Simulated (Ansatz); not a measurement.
# AlCl₂F: single points with varied inputs

Aim: run AlCl₂F under a spread of inputs, and see what each costs and gives.

The runs use Ansatz 0.2.0, Gaussian basis; the settings change from run to run.

## Step 1: The molecule

The geometry comes from an earlier relaxation with PBE0-D4 in a triple-zeta def2 set; it is a stationary point.

SMILES `[F][Al]([Cl])[Cl]`, 4 atoms, charge 0, spin multiplicity 1.

Atoms are counted from 1 here; the program's logs count them from 0.

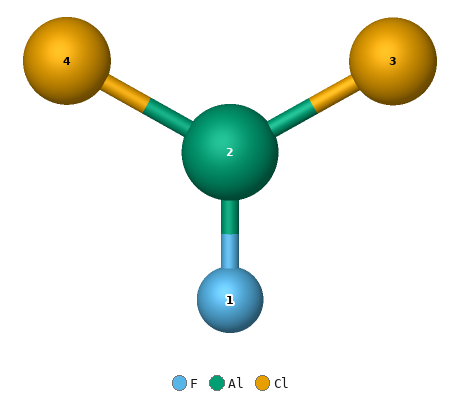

The geometry (fluorine blue, aluminium teal, chlorine amber); atoms are numbered from 1 in the order of the file.

## Step 2: r2SCAN50/6-31G

Set apart from the defaults: charge +1, multiplicity 2, atoms shaken by 0.08 Å, finite nuclei.

File in.yaml:

```yaml
crystal:
  periodic: [false, false, false]
  atoms:
    - {symbol: F, position_ang: [0.133561, 0.256829, 1.808074]}
    - {symbol: Al, position_ang: [0.085964, 0.081437, 0.259489]}
    - {symbol: Cl, position_ang: [1.205686, -1.486979, -0.694733]}
    - {symbol: Cl, position_ang: [-1.198829, 0.894057, -1.062706]}
basis:
  gaussian: {orbitals: 6-31G, nuclear_model: gaussian}
total_charge: 1
magnetization: {spin_polarized: true, initial_magnetization: 1}
hamiltonian: {xc: {name: r2SCAN50}}
output: {forces: true}
```

The run is started by

```
ansatz run in.yaml --threads 4 --pin off --events-out ev --progress --plain --max-ram 10444MiB
```

Log:

```text
Functional definition: r2SCAN50
  name "r2SCAN50"
  cite "Bursch, Neugebauer, Ehlert & Grimme, J. Chem. Phys. 156, 134105 (2022) doi:10.1063/5.0086040"
  cite "Furness, Kaplan, Ning, Perdew & Sun, J. Phys. Chem. Lett. 11, 8208 (2020) doi:10.1021/acs.jpclett.0c02405"
  cite "Furness, Kaplan, Ning, Perdew & Sun, J. Phys. Chem. Lett. 11, 9248 (2020) doi:10.1021/acs.jpclett.0c03077"
  parent r2scan
  parameter a = 0.5
  parameter k0 = 0.174
  parameter k1 = 0.065
  parameter a1 = 4.9479
  exchange = (1 - a)*r2scan_x(k0 = k0, k1 = k1, a1 = a1) + a*exact_x
  correlation = r2scan_c
499 factors; integrals over basis functions are off by at most 1.2e-4 eV
mean field evaluation 1: about -34338.0936 eV, gradient 3.9e1 eV
mean field evaluation 2: about -34326.7760 eV, gradient 6.8e1 eV
mean field evaluation 4: about -34343.1915 eV, gradient 1.9e0 eV
mean field evaluation 8: about -34343.3074 eV, gradient 3.0e-1 eV
mean field evaluation 16: about -34343.3144 eV, gradient 2.8e-2 eV
mean field evaluation 32: about -34343.3145 eV, gradient 1.5e-4 eV
mean field -34343.31453723 eV, -1262.0935305085 hartree, gradient 1.1e-6 eV, S^2 0.757369; 6 other end points of the search recorded, 0 dependent functions left out
the calculation of the forces begins
reference -34343.31454705 eV, -1262.0935308694 hartree; 28, 27 occupied and 20, 21 virtual orbitals, 499 factors
Total energy: -34343.31454705 eV, -1262.0935308694 hartree
Atom 0 at     0.133561     0.256829     1.808074 Å, force     0.433877     0.320710     3.953406 eV/Å
Atom 1 at     0.085964     0.081437     0.259489 Å, force    -0.110249     0.210213    -1.184573 eV/Å
Atom 2 at     1.205686    -1.486979    -0.694733 Å, force     0.949169    -1.307659    -0.955072 eV/Å
Atom 3 at    -1.198829     0.894057    -1.062706 Å, force    -1.272797     0.776736    -1.813761 eV/Å
Dipole moment:     0.461531    -0.310257    -0.271192 e Å
```

Run time: 2.7 s. Hardware: 4 threads of Intel Xeon 6975P-C, shared host.

Largest force 3.990 eV/Å, ⟨S²⟩ 0.757.

## Step 3: PBE-QIDH/STO-3G

This run has a point charge of -1.00 e beside it, the search for lower states set to full.

File in.yaml:

```yaml
crystal:
  periodic: [false, false, false]
  atoms:
    - {symbol: F, position_ang: [0.100080, 0.371527, 1.678564]}
    - {symbol: Al, position_ang: [0.018711, 0.006616, 0.089238]}
    - {symbol: Cl, position_ang: [1.237101, -1.477289, -0.670192]}
    - {symbol: Cl, position_ang: [-1.300392, 1.038945, -1.118010]}
basis:
  gaussian: {orbitals: STO-3G, point_charges: [{charge: -1.00, position_ang: [4.198, 0.549, 0.943]}]}
hamiltonian: {xc: {name: PBE-QIDH}}
scf: {lower_state_search: full}
output: {forces: true}
```

Launched as before.

Log (excerpt; [...] marks lines left out):

```text
Functional definition: PBE-QIDH
  name "PBE-QIDH"
  cite "Brémond, Sancho-García, Pérez-Jiménez & Adamo, J. Chem. Phys. 141, 031101 (2014) doi:10.1063/1.4890314"
  cite "Perdew, Burke & Ernzerhof, Phys. Rev. Lett. 77, 3865 (1996) doi:10.1103/PhysRevLett.77.3865"
[...]
356 factors; integrals over basis functions are off by at most 2.2e-5 eV
[...]
mean field -33950.81520811 eV, -1247.6694462089 hartree, gradient 2.7e-6 eV, S^2 0.000000; 0 other end points of the search recorded, 0 dependent functions left out
16 core orbitals not correlated: weight in the atoms' cores, before any rotation towards them, 0.999 or more for the frozen orbitals, at most 0.000 for the correlated occupied ones
reference -33950.81521283 eV, -1247.6694463824 hartree; 12, 12 occupied and 4, 4 virtual orbitals, 356 factors
second order -1.69571897 eV of doubles, -0.00000000 eV of singles
[...]
Total energy: -33951.38045249 eV, -1247.6902185566 hartree
Atom 0 at     0.100080     0.371527     1.678564 Å, force    -0.403025    -0.299907    -1.314390 eV/Å
Atom 1 at     0.018711     0.006616     0.089238 Å, force     1.283001     0.255103     1.471777 eV/Å
Atom 2 at     1.237101    -1.477289    -0.670192 Å, force    -0.588897     0.021579    -0.129567 eV/Å
Atom 3 at    -1.300392     1.038945    -1.118010 Å, force    -0.091258    -0.077343    -0.023159 eV/Å
Dipole moment:     0.097776     0.061932     0.428845 e Å
```

Run time: 0.4 s. Hardware: 4 threads of Intel Xeon 6975P-C, shared host.

Largest force 1.969 eV/Å, dipole 2.13 D.

## Step 4: B2GP-PLYP/aug-cc-pVTZ

This run has charge +1, multiplicity 2, density fitting with def2-universal-jkfit.

File in.yaml:

```yaml
crystal:
  periodic: [false, false, false]
  atoms:
    - {symbol: F, position_ang: [0.100080, 0.371527, 1.678564]}
    - {symbol: Al, position_ang: [0.018711, 0.006616, 0.089238]}
    - {symbol: Cl, position_ang: [1.237101, -1.477289, -0.670192]}
    - {symbol: Cl, position_ang: [-1.300392, 1.038945, -1.118010]}
basis:
  gaussian: {orbitals: aug-cc-pVTZ, fitting: {mean_field: def2-universal-jkfit}}
total_charge: 1
magnetization: {spin_polarized: true, initial_magnetization: 1}
hamiltonian: {xc: {name: B2GP-PLYP}}
```

Launched as before.

Log (excerpt; [...] marks lines left out):

```text
Functional definition: B2GP-PLYP
  name "B2GP-PLYP"
  cite "Karton, Tarnopolsky, Lamère, Schatz & Martin, J. Phys. Chem. A 112, 12868 (2008) doi:10.1021/jp801805p"
  cite "Becke, Phys. Rev. A 38, 3098 (1988) doi:10.1103/PhysRevA.38.3098"
  cite "Lee, Yang & Parr, Phys. Rev. B 37, 785 (1988) doi:10.1103/PhysRevB.37.785"
[...]
461 factors; integrals over basis functions are off by at most 8.9e-1 eV
[...]
mean field -34332.38923031 eV, -1261.6920328847 hartree, gradient 2.6e-6 eV, S^2 0.772120; 9 other end points of the search recorded, 0 dependent functions left out
16 core orbitals not correlated: weight in the atoms' cores, before any rotation towards them, 1.000 or more for the frozen orbitals, at most 0.000 for the correlated occupied ones
reference -34332.38934970 eV, -1261.6920372723 hartree; 12, 11 occupied and 168, 169 virtual orbitals, 461 factors
second order -21.53637700 eV of doubles, -0.00000000 eV of singles
Total energy: -34340.14244542 eV, -1261.9769582848 hartree
```

It took 16 s on 4 threads of Intel Xeon 6975P-C, shared host; peak memory 0.56 GiB.

⟨S²⟩ 0.772.

## Step 5: r2SCAN50/aug-cc-pVDZ

Set apart from the defaults: unrestricted orbitals, D3(BJ) with three-body dispersion, high accuracy.

File in.yaml:

```yaml
crystal:
  periodic: [false, false, false]
  atoms:
    - {symbol: F, position_ang: [0.100080, 0.371527, 1.678564]}
    - {symbol: Al, position_ang: [0.018711, 0.006616, 0.089238]}
    - {symbol: Cl, position_ang: [1.237101, -1.477289, -0.670192]}
    - {symbol: Cl, position_ang: [-1.300392, 1.038945, -1.118010]}
basis:
  gaussian: {orbitals: aug-cc-pVDZ}
magnetization: {spin_polarized: true, initial_magnetization: 0}
hamiltonian: {xc: {name: r2SCAN50}, dispersion: d3bjatm}
accuracy: high
output: {forces: true}
```

The command is unchanged.

Log (excerpt; [...] marks lines left out):

```text
Functional definition: r2SCAN50
  name "r2SCAN50"
  cite "Bursch, Neugebauer, Ehlert & Grimme, J. Chem. Phys. 156, 134105 (2022) doi:10.1063/5.0086040"
  cite "Furness, Kaplan, Ning, Perdew & Sun, J. Phys. Chem. Lett. 11, 8208 (2020) doi:10.1021/acs.jpclett.0c02405"
  cite "Furness, Kaplan, Ning, Perdew & Sun, J. Phys. Chem. Lett. 11, 9248 (2020) doi:10.1021/acs.jpclett.0c03077"
  parent r2scan
[...]
2063 factors; integrals over basis functions are off by at most 3.2e-9 eV
[...]
mean field -34360.99791738 eV, -1262.7433827428 hartree, gradient 6.9e-8 eV, S^2 0.000000; 0 other end points of the search recorded, 0 dependent functions left out
[...]
reference -34360.99792231 eV, -1262.7433829239 hartree; 28, 28 occupied and 76, 76 virtual orbitals, 2063 factors
Total energy: -34361.03332715 eV, -1262.7446840278 hartree
Atom 0 at     0.100080     0.371527     1.678564 Å, force     0.009800     0.043907     0.191179 eV/Å
Atom 1 at     0.018711     0.006616     0.089238 Å, force     0.004467     0.020135     0.087825 eV/Å
Atom 2 at     1.237101    -1.477289    -0.670192 Å, force     0.198376    -0.235809    -0.103234 eV/Å
Atom 3 at    -1.300392     1.038945    -1.118010 Å, force    -0.212643     0.171766    -0.175771 eV/Å
Dipole moment:    -0.005252    -0.023582    -0.102742 e Å
```

Run time: 6.5 s. Hardware: 4 threads of Intel Xeon 6975P-C, shared host; peak memory 0.8 GiB.

Largest force 0.325 eV/Å, dipole 0.51 D, ⟨S²⟩ 0.000.

## Step 6: PBE-QIDH/def2-mTZVPP

in.yaml, as its differences from that of step 5:

```diff
@@ -8,6 +8,3 @@
 basis:
-  gaussian: {orbitals: aug-cc-pVDZ}
-magnetization: {spin_polarized: true, initial_magnetization: 0}
-hamiltonian: {xc: {name: r2SCAN50}, dispersion: d3bjatm}
-accuracy: high
-output: {forces: true}
+  gaussian: {orbitals: def2-mTZVPP}
+hamiltonian: {xc: {name: PBE-QIDH}}
```

Same command.

Log (excerpt; [...] marks lines left out):

```text
Functional definition: PBE-QIDH
  name "PBE-QIDH"
  cite "Brémond, Sancho-García, Pérez-Jiménez & Adamo, J. Chem. Phys. 141, 031101 (2014) doi:10.1063/1.4890314"
  cite "Perdew, Burke & Ernzerhof, Phys. Rev. Lett. 77, 3865 (1996) doi:10.1103/PhysRevLett.77.3865"
[...]
883 factors; integrals over basis functions are off by at most 6.8e-4 eV
[...]
mean field -34338.82083405 eV, -1261.9283899628 hartree, gradient 2.2e-6 eV, S^2 0.000000; 0 other end points of the search recorded, 0 dependent functions left out
16 core orbitals not correlated: weight in the atoms' cores, before any rotation towards them, 1.000 or more for the frozen orbitals, at most 0.000 for the correlated occupied ones
reference -34338.82084474 eV, -1261.9283903554 hartree; 12, 12 occupied and 72, 72 virtual orbitals, 883 factors
second order -17.71133398 eV of doubles, -0.00000000 eV of singles
Total energy: -34344.72462273 eV, -1262.1453501950 hartree
```

It took 0.65 s on 4 threads of Intel Xeon 6975P-C, shared host.

## Step 7: PBEsol/cc-pVDZ

Set apart from the defaults: coordinates scaled by 0.96, a grid of angular degree 47, D3(BJ) with three-body dispersion, the search for lower states set to light.

File in.yaml:

```yaml
crystal:
  periodic: [false, false, false]
  atoms:
    - {symbol: F, position_ang: [0.096077, 0.356666, 1.611421]}
    - {symbol: Al, position_ang: [0.017962, 0.006351, 0.085669]}
    - {symbol: Cl, position_ang: [1.187617, -1.418197, -0.643385]}
    - {symbol: Cl, position_ang: [-1.248376, 0.997388, -1.073289]}
basis:
  gaussian: {orbitals: cc-pVDZ, final_grid: {core_spheres: 20, valence_spheres: 16, degree: 47}}
hamiltonian: {xc: {name: PBEsol}, dispersion: d3bjatm}
scf: {lower_state_search: light}
output: {forces: true}
```

The command is unchanged.

Log (excerpt; [...] marks lines left out):

```text
Functional definition: PBEsol
  name "PBEsol"
  cite "Perdew et al., Phys. Rev. Lett. 100, 136406 (2008) doi:10.1103/PhysRevLett.100.136406"
  cite "Perdew, Burke & Ernzerhof, Phys. Rev. Lett. 77, 3865 (1996) doi:10.1103/PhysRevLett.77.3865"
  parent pbesol
[...]
697 factors; integrals over basis functions are off by at most 4.6e-4 eV
[...]
mean field -34289.47592542 eV, -1260.1149980177 hartree, gradient 6.4e-6 eV, S^2 0.000000; 0 other end points of the search recorded, 0 dependent functions left out
[...]
reference -34289.47596270 eV, -1260.1149993875 hartree; 28, 28 occupied and 40, 40 virtual orbitals, 697 factors
Total energy: -34289.51817191 eV, -1260.1165505475 hartree
Atom 0 at     0.096077     0.356666     1.611421 Å, force     0.235414     1.055698     4.597910 eV/Å
Atom 1 at     0.017962     0.006351     0.085669 Å, force    -0.104507    -0.468670    -2.041230 eV/Å
Atom 2 at     1.187617    -1.418197    -0.643385 Å, force     1.592311    -1.937390    -0.985778 eV/Å
Atom 3 at    -1.248376     0.997388    -1.073289 Å, force    -1.723218     1.350362    -1.570902 eV/Å
Dipole moment:    -0.005441    -0.024421    -0.106388 e Å
```

Wall time 0.5 s (4 threads of Intel Xeon 6975P-C, shared host).

Largest force 4.723 eV/Å, dipole 0.52 D.

## Step 8: r2SCANh/def2-TZVPD

Set apart from the defaults: atoms shaken by 0.15 Å, D3(BJ) with three-body dispersion.

File in.yaml:

```yaml
crystal:
  periodic: [false, false, false]
  atoms:
    - {symbol: F, position_ang: [0.181377, 0.154721, 1.676127]}
    - {symbol: Al, position_ang: [-0.204042, -0.066054, 0.178335]}
    - {symbol: Cl, position_ang: [1.225193, -1.565926, -0.659944]}
    - {symbol: Cl, position_ang: [-1.408791, 0.658687, -1.136341]}
basis:
  gaussian: {orbitals: def2-TZVPD}
hamiltonian: {xc: {name: r2SCANh}, dispersion: d3bjatm}
```

Same command.

Log (excerpt; [...] marks lines left out):

```text
Functional definition: r2SCANh
  name "r2SCANh"
  cite "Bursch, Neugebauer, Ehlert & Grimme, J. Chem. Phys. 156, 134105 (2022) doi:10.1063/5.0086040"
  cite "Furness, Kaplan, Ning, Perdew & Sun, J. Phys. Chem. Lett. 11, 8208 (2020) doi:10.1021/acs.jpclett.0c02405"
  cite "Furness, Kaplan, Ning, Perdew & Sun, J. Phys. Chem. Lett. 11, 9248 (2020) doi:10.1021/acs.jpclett.0c03077"
  parent r2scan
[...]
1021 factors; their error is unknown
[...]
mean field -34363.06290650 eV, -1262.8192696931 hartree, gradient 2.6e-5 eV, S^2 0.000000; 0 other end points of the search recorded, 0 dependent functions left out
reference -34363.06292853 eV, -1262.8192705028 hartree; 28, 28 occupied and 147, 147 virtual orbitals, 1021 factors
Total energy: -34363.09031808 eV, -1262.8202770503 hartree
```

It took 1.4 s on 4 threads of Intel Xeon 6975P-C, shared host; peak memory 0.44 GiB.

## Step 9: BLYP/def2-SVPD

Options: high accuracy, the search for lower states set to light.

File in.yaml:

```yaml
crystal:
  periodic: [false, false, false]
  atoms:
    - {symbol: F, position_ang: [0.100080, 0.371527, 1.678564]}
    - {symbol: Al, position_ang: [0.018711, 0.006616, 0.089238]}
    - {symbol: Cl, position_ang: [1.237101, -1.477289, -0.670192]}
    - {symbol: Cl, position_ang: [-1.300392, 1.038945, -1.118010]}
basis:
  gaussian: {orbitals: def2-SVPD}
hamiltonian: {xc: {name: BLYP}}
accuracy: high
scf: {lower_state_search: light}
```

The command is unchanged.

Log:

```text
Functional definition: BLYP
  name "BLYP"
  cite "Becke, Phys. Rev. A 38, 3098 (1988) doi:10.1103/PhysRevA.38.3098"
  cite "Lee, Yang & Parr, Phys. Rev. B 37, 785 (1988) doi:10.1103/PhysRevB.37.785"
  parameter beta = 0.0042
  parameter a = 0.04918
  parameter b = 0.132
  parameter c = 0.2533
  parameter d = 0.349
  exchange = b88_x(beta = beta)
  correlation = lyp_c(a = a, b = b, c = c, d = d)
1839 factors; integrals over basis functions are off by at most 3.3e-9 eV
mean field evaluation 1: about -34349.3582 eV, gradient 4.6e1 eV
mean field evaluation 2: about -34329.3231 eV, gradient 1.2e2 eV
mean field evaluation 4: about -34353.0203 eV, gradient 5.2e0 eV
mean field evaluation 8: about -34353.0801 eV, gradient 3.7e-1 eV
mean field evaluation 16: about -34353.0804 eV, gradient 5.5e-6 eV
mean field -34353.08037270 eV, -1262.4524183424 hartree, gradient 8.4e-9 eV, S^2 0.000000; 0 other end points of the search recorded, 0 dependent functions left out
reference -34353.08041781 eV, -1262.4524200005 hartree; 28, 28 occupied and 73, 73 virtual orbitals, 1839 factors
Total energy: -34353.08041781 eV, -1262.4524200005 hartree
```

It took 1 s on 4 threads of Intel Xeon 6975P-C, shared host.

## Step 10: r2SCAN/aug-cc-pVTZ

Options: charge -1, multiplicity 2, atoms shaken by 0.03 Å, a point charge of 2.00 e beside it, D3(BJ) dispersion, the search for lower states set to light.

File in.yaml:

```yaml
crystal:
  periodic: [false, false, false]
  atoms:
    - {symbol: F, position_ang: [0.081139, 0.389487, 1.622419]}
    - {symbol: Al, position_ang: [0.031360, 0.009146, 0.080339]}
    - {symbol: Cl, position_ang: [1.246409, -1.476502, -0.640693]}
    - {symbol: Cl, position_ang: [-1.307474, 1.033245, -1.098176]}
basis:
  gaussian: {orbitals: aug-cc-pVTZ, point_charges: [{charge: 2.00, position_ang: [4.077, 0.351, 0.857]}]}
total_charge: -1
magnetization: {spin_polarized: true, initial_magnetization: 1}
hamiltonian: {xc: {name: r2SCAN}, dispersion: d3bj}
scf: {lower_state_search: light}
```

Same command.

Log (excerpt; [...] marks lines left out):

```text
Warning: the engine holds no damping parameters fitted to this dispersion correction and functional, so the run takes those fitted to r2scan beside the three-body term, which d3bj leaves out (hamiltonian.dispersion, under Limitations)
Functional definition: r2SCAN
  name "r2SCAN"
  cite "Furness, Kaplan, Ning, Perdew & Sun, J. Phys. Chem. Lett. 11, 8208 (2020) doi:10.1021/acs.jpclett.0c02405"
  cite "Furness, Kaplan, Ning, Perdew & Sun, J. Phys. Chem. Lett. 11, 9248 (2020) doi:10.1021/acs.jpclett.0c03077"
  parent r2scan
[...]
1246 factors; their error is unknown
[...]
a density is far from that of the atoms, so the factors are made again for it
1255 factors; integrals over basis functions are off by at most 8.0e-4 eV
[...]
mean field -34379.10625028 eV, -1263.4088517028 hartree, gradient 1.8e-5 eV, S^2 0.750740; 0 other end points of the search recorded, 0 dependent functions left out
reference -34379.10636188 eV, -1263.4088558040 hartree; 29, 28 occupied and 167, 168 virtual orbitals, 1255 factors
Total energy: -34379.13073363 eV, -1263.4097514492 hartree
```

Run time: 7 s. Hardware: 4 threads of Intel Xeon 6975P-C, shared host; peak memory 0.59 GiB.

⟨S²⟩ 0.751.

## Step 11: The runs in one table

| level | charge | multiplicity | geometry | functions | energy (eV) | time |
| --- | --- | --- | --- | --- | --- | --- |
| r2SCAN50/6-31G | 1 | 2 | shaken | 48 | -34343.315 | 2.7 s |
| PBE-QIDH/STO-3G | 0 | 1 | relaxed, point charge | 32 | -33951.380 | 0.4 s |
| B2GP-PLYP/aug-cc-pVTZ | 1 | 2 | relaxed | 196 | -34340.142 | 16 s |
| r2SCAN50/aug-cc-pVDZ | 0 | 1 | relaxed | 104 | -34361.033 | 6.5 s |
| PBE-QIDH/def2-mTZVPP | 0 | 1 | relaxed | 100 | -34344.725 | 0.65 s |
| PBEsol/cc-pVDZ | 0 | 1 | scaled | 68 | -34289.518 | 0.5 s |
| r2SCANh/def2-TZVPD | 0 | 1 | shaken | 175 | -34363.090 | 1.4 s |
| BLYP/def2-SVPD | 0 | 1 | relaxed | 101 | -34353.080 | 1 s |
| r2SCAN/aug-cc-pVTZ | -1 | 2 | shaken, point charge | 196 | -34379.131 | 7 s |

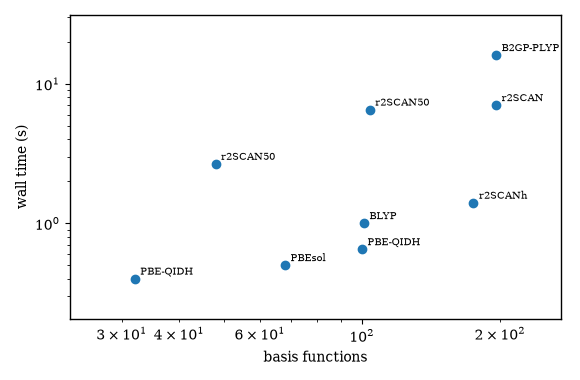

Wall time against the number of basis functions (shared host).

## Step 12: Outcome

| quantity | value |
| --- | --- |
| runs | 9 |
| quickest | PBE-QIDH/STO-3G, 0.4 s |
| slowest | B2GP-PLYP/aug-cc-pVTZ, 16 s |
| spread of total energies, same state and geometry | 16.3 eV |

In words: B2GP-PLYP/aug-cc-pVTZ took 40 times as long as PBE-QIDH/STO-3G. The jobs differ in tasks and options as well as level. The totals spread over 16 eV; they can't be compared across methods or bases. At the PBE0-D4/def2-TZVP geometry and in the same state, runs without warnings or point charges leave forces up to 0.32 eV/Å (r2SCAN50/aug-cc-pVDZ), against 4.7 eV/Å where the atoms were moved.
